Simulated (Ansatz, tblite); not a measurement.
# Si22H28 ring sphere (Si22H28): spin-state energies by level

Aim: set other spin states of Si22H28 ring sphere (Si22H28) against its singlet, on many levels of theory.

Program: Ansatz 0.2.0, Gaussian basis. Level of theory: as each input shows. These are calculated values, not measurements.

Levels to be run: triplet, at the geometry of the singlet (GFN1-xTB, GFN2-xTB, PBE0-D4/def2-SVP, PBE-D4/def2-SVP); the singlet's energies come from earlier runs.

### Step 1. The structure

The geometry is that of the singlet, from an earlier relaxation (PBE-D4/def2-SVP).

50 atoms, charge 0, spin multiplicity 1.

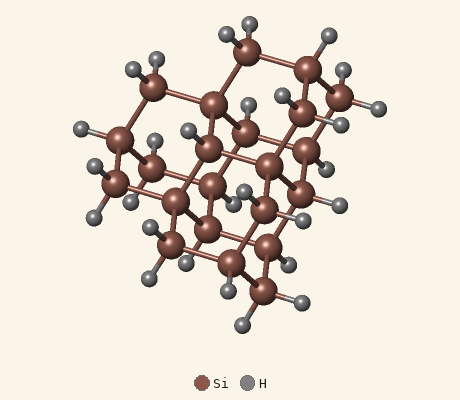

The geometry (silicon brown, hydrogen grey).

### Step 2. Triplet at the fixed geometry, GFN1-xTB

Tight binding, by tblite at 300 K electronic temperature and without a spin-polarisation term:

```python
tblite.interface.Calculator('GFN1-xTB', numbers, positions, charge=0, uhf=2).singlepoint()
```

Energy -1509.9126 eV; 0.6 s.

### Step 3. Triplet at the fixed geometry, GFN2-xTB

Tight binding, by tblite at 300 K electronic temperature and without a spin-polarisation term:

```python
tblite.interface.Calculator('GFN2-xTB', numbers, positions, charge=0, uhf=2).singlepoint()
```

Energy -1410.4705 eV; 0.77 s.

### Step 4. Triplet at the fixed geometry, PBE0-D4/def2-SVP

in.yaml reads:

```yaml
crystal:
  periodic: [false, false, false]
  atoms:
    - {symbol: Si, position_ang: [-3.609462, -0.897572, -1.824087]}
    - {symbol: Si, position_ang: [-3.607409, 1.826913, 0.899144]}
    - {symbol: Si, position_ang: [-0.899175, -0.899060, -4.549528]}
    - {symbol: Si, position_ang: [-0.902638, -3.608766, -1.822267]}
    - {symbol: Si, position_ang: [-0.892656, -0.891777, 0.893708]}
    - {symbol: Si, position_ang: [1.822621, -3.609438, 0.900177]}
    - {symbol: Si, position_ang: [1.811806, -0.892323, -1.812906]}
    - {symbol: Si, position_ang: [1.825705, -0.898636, 3.608708]}
    - {symbol: Si, position_ang: [-0.889906, 1.812263, -1.813174]}
    - {symbol: Si, position_ang: [-0.895032, 4.550465, 0.896025]}
    - {symbol: Si, position_ang: [1.814260, 1.812168, 0.889434]}
    - {symbol: Si, position_ang: [-0.897203, 1.826793, 3.608273]}
    - {symbol: Si, position_ang: [4.549539, -0.900241, 0.896899]}
    - {symbol: Si, position_ang: [-2.261346, -2.259385, -3.192901]}
    - {symbol: Si, position_ang: [-2.257109, 0.460688, -0.459430]}
    - {symbol: Si, position_ang: [-2.257025, 3.195940, 2.258529]}
    - {symbol: Si, position_ang: [0.458865, 0.457732, -3.186392]}
    - {symbol: Si, position_ang: [0.458490, -2.257784, -0.459163]}
    - {symbol: Si, position_ang: [0.461193, 0.460822, 2.257487]}
    - {symbol: Si, position_ang: [3.193251, -2.260491, 2.259386]}
    - {symbol: Si, position_ang: [3.186157, 0.457254, -0.460293]}
    - {symbol: Si, position_ang: [0.461127, 3.185342, -0.460744]}
    - {symbol: H, position_ang: [-4.496023, -0.021744, -2.675585]}
    - {symbol: H, position_ang: [-4.492465, -1.756952, -0.952425]}
    - {symbol: H, position_ang: [-4.489641, 0.955811, 1.759895]}
    - {symbol: H, position_ang: [-4.494760, 2.678478, 0.024180]}
    - {symbol: H, position_ang: [-1.763227, -0.034296, -5.434456]}
    - {symbol: H, position_ang: [-0.035493, -1.763846, -5.434782]}
    - {symbol: H, position_ang: [-1.764272, -4.487901, -0.948906]}
    - {symbol: H, position_ang: [-0.029348, -4.499249, -2.672265]}
    - {symbol: H, position_ang: [-1.765554, -1.763756, 1.766844]}
    - {symbol: H, position_ang: [0.950090, -4.490097, 1.761089]}
    - {symbol: H, position_ang: [2.673091, -4.498390, 0.025782]}
    - {symbol: H, position_ang: [2.674770, -1.784972, -2.676013]}
    - {symbol: H, position_ang: [0.953522, -1.757953, 4.491253]}
    - {symbol: H, position_ang: [2.678220, -0.024203, 4.495673]}
    - {symbol: H, position_ang: [-1.781553, 2.676034, -2.676518]}
    - {symbol: H, position_ang: [-1.758827, 5.435761, 0.031393]}
    - {symbol: H, position_ang: [-0.030062, 5.435578, 1.759663]}
    - {symbol: H, position_ang: [2.678611, 2.675645, 1.780365]}
    - {symbol: H, position_ang: [-1.757905, 0.955386, 4.490243]}
    - {symbol: H, position_ang: [-0.022297, 2.678260, 4.495783]}
    - {symbol: H, position_ang: [5.434110, -1.765148, 0.032626]}
    - {symbol: H, position_ang: [5.435357, -0.036070, 1.760628]}
    - {symbol: H, position_ang: [-3.134535, -3.131800, -4.066647]}
    - {symbol: H, position_ang: [-3.128844, 4.071102, 3.130911]}
    - {symbol: H, position_ang: [1.342345, 1.340263, -4.039021]}
    - {symbol: H, position_ang: [4.067335, -3.133222, 3.131938]}
    - {symbol: H, position_ang: [4.038725, 1.339622, -1.344016]}
    - {symbol: H, position_ang: [1.344548, 4.036750, -1.344526]}
basis:
  gaussian: {orbitals: def2-SVP, fitting: {mean_field: def2-universal-jkfit}}
magnetization: {spin_polarized: true, initial_magnetization: 2}
hamiltonian: {xc: pbe0, dispersion: d4}
scf: {omitted_lower_state_checks: [starts]}
output: {orbitals: {seedname: orbitals}}
```

Command:

```
> ansatz run in.yaml --threads 2 --pin off --events-out ev --progress --plain --max-ram 32768MiB --backend cuda --devices 0, --max-vram 18GiB
```

Log:

```text
Functional definition: PBE0
  name "PBE0"
  cite "Adamo & Barone, J. Chem. Phys. 110, 6158 (1999) doi:10.1063/1.478522"
  cite "Perdew, Burke & Ernzerhof, Phys. Rev. Lett. 77, 3865 (1996) doi:10.1103/PhysRevLett.77.3865"
  parent pbe
  parameter a = 0.25
  parameter kappa = 0.804
  parameter beta = 0.06672455060314922
  exchange = (1 - a)*pbe_x(kappa = kappa, mu = beta*pi^2/3) + a*exact_x
  correlation = pbe_c(beta = beta)
these checks for a lower state are left out or cut short: starts
3320 factors; integrals over basis functions are off by at most 3.2e-1 eV
mean field evaluation 1: about -173638.9185 eV, gradient 1.3e1 eV
mean field evaluation 2: about -173639.5761 eV, gradient 1.1e1 eV
mean field evaluation 4: about -173640.4063 eV, gradient 1.6e0 eV
mean field evaluation 8: about -173640.4393 eV, gradient 2.2e-1 eV
mean field evaluation 16: about -173640.5063 eV, gradient 2.2e-1 eV
mean field evaluation 32: about -173640.5194 eV, gradient 4.8e-5 eV
mean field -173640.51935362 eV, -6381.1713884744 hartree, gradient 3.2e-6 eV, S^2 2.005029; 0 other end points of the search recorded, 0 dependent functions left out
reference -173640.51941911 eV, -6381.1713908811 hartree; 169, 167 occupied and 367, 369 virtual orbitals, 3320 factors
Total energy: -173643.96437272 eV, -6381.2979905911 hartree
Checks for a lower state left out: starts
```

Wall time 46 s (1 × H100 (card shared with other runs) with 2 threads of AMD EPYC 7R13, shared host); peak host memory 1.3 GiB.

From the report: HOMO -2.54 eV, LUMO -6.11 eV (over both spins; with the spin held, an empty level of the minority spin lies below the top filled one); ⟨S²⟩ 2.005 (pure: 2.00).

### Step 5. Triplet at the fixed geometry, PBE-D4/def2-SVP

start.molden holds the orbitals of an earlier run on this state, given as this run's starting guess.

Edit in.yaml of step 4 so:

```diff
@@ -54,5 +54,5 @@
 basis:
-  gaussian: {orbitals: def2-SVP, fitting: {mean_field: def2-universal-jkfit}}
+  gaussian: {orbitals: def2-SVP, fitting: {mean_field: def2-universal-jkfit}, initial_orbitals: start.molden}
 magnetization: {spin_polarized: true, initial_magnetization: 2}
-hamiltonian: {xc: pbe0, dispersion: d4}
+hamiltonian: {xc: pbe, dispersion: d4}
 scf: {omitted_lower_state_checks: [starts]}
```

Same command.

Log, cut to the lines that bear on the results:

```text
Functional definition: PBE
  name "PBE"
  cite "Perdew, Burke & Ernzerhof, Phys. Rev. Lett. 77, 3865 (1996) doi:10.1103/PhysRevLett.77.3865"
  parent pbe
[...]
3320 factors; integrals over basis functions are off by at most 3.2e-1 eV
[...]
mean field -173623.09713062 eV, -6380.5311335883 hartree, gradient 3.0e-6 eV, S^2 2.001542; 0 other end points of the search recorded, 0 dependent functions left out
reference -173623.09721742 eV, -6380.5311367781 hartree; 169, 167 occupied and 367, 369 virtual orbitals, 3320 factors
Total energy: -173626.87510818 eV, -6380.6699717028 hartree
Checks for a lower state left out: starts
```

Wall time 41 s (1 × H100 (card shared with other runs) with 2 threads of AMD EPYC 7R13, shared host); peak host memory 1.3 GiB.

Report: HOMO -2.21 eV, LUMO -6.13 eV (over both spins; with the spin held, an empty level of the minority spin lies below the top filled one); ⟨S²⟩ 2.002 (pure: 2.00).

### Step 6. Triplet less singlet, vertical

The singlet's energies are those of its earlier runs, whose logs aren't repeated here.

| level | triplet less singlet, vertical (kcal/mol) | time |
| --- | --- | --- |
| GFN1-xTB | +59.9 | 1 s |
| GFN2-xTB | +64.4 | 1.3 s |
| PBE-D4/def2-SVP | +92.2 | 48 s |
| PBE0-D4/def2-SVP | +107.6 | 53 s |

Times add the two runs; a level without a time comes out of a correlated run. Tight binding without a spin term can't rank spin states.

### Step 7. What came out

| quantity | value |
| --- | --- |
| triplet less singlet, vertical, functionals in def2-SVP | +92.2 (PBE-D4) to +107.6 kcal/mol (PBE0-D4) |

All functionals put the triplet above the singlet, over a spread of 15.4 kcal/mol. The checks for a lower triplet were left out, so another state of that spin may lie lower. These are electronic energies, without zero-point motion, entropy or surroundings.
